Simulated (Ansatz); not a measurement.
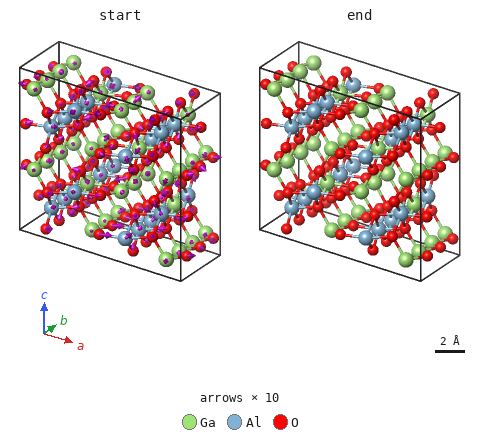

The structure of a crystal of Ga$_{30}$Al$_{18}$O$_{72}$ (a generated structure, set up in P1) before (left) and after (right) a relaxation, at one scale. The purple arrows give the displacements (the part carried along by the change of the cell is left out), magnified 10 times.

Style: ball-and-stick. Shown: the cell of the calculation, slightly off an axis.

Method: DFT, PBEsol, PAW, plane waves (Ansatz). Settings: plane-wave cutoff 420 eV; k-point mesh 1 × 1 × 1; mesh shifted by (0.25, 0.25, 0.25); no spin polarisation; cell relaxed at fixed alpha, beta, gamma; force threshold 0.03 eV/Å; at most 80 steps.

What changed between the two?

The atom that moves furthest relative to the cell is an O atom (0.11 Å along [−2 0 −1]). Largest moves by element: O 0.11 Å, Ga 0.08 Å, Al 0.06 Å. The drawn cell changes as follows: a 12.101 → 12.085 Å (−0.1 %), b 8.996 → 8.953 Å (−0.5 %), c 11.488 → 11.486 Å (0.0 %); the volume changes by −0.6 %. Some distances before and after: Al–O 2.003 → 1.887 Å, Al–O 1.976 → 1.866 Å, Al–O 2.030 → 1.930 Å, Al–O 2.108 → 2.018 Å. Bond angles that change, for instance: Ga–O–Ga 115.3° → 107.4°, O–Ga–O 115.2° → 108.9°, O–Ga–O 113.1° → 107.4°. The space group (tolerance 0.01 Å) goes from P1 (No. 1) to Pc (No. 7). Over 7 geometry steps the energy falls by 27.5 meV per atom. The largest force component goes from 2.8 to 0.0009 eV/Å. Pressure: 0.95 GPa at the start and −0.01 GPa at the end.
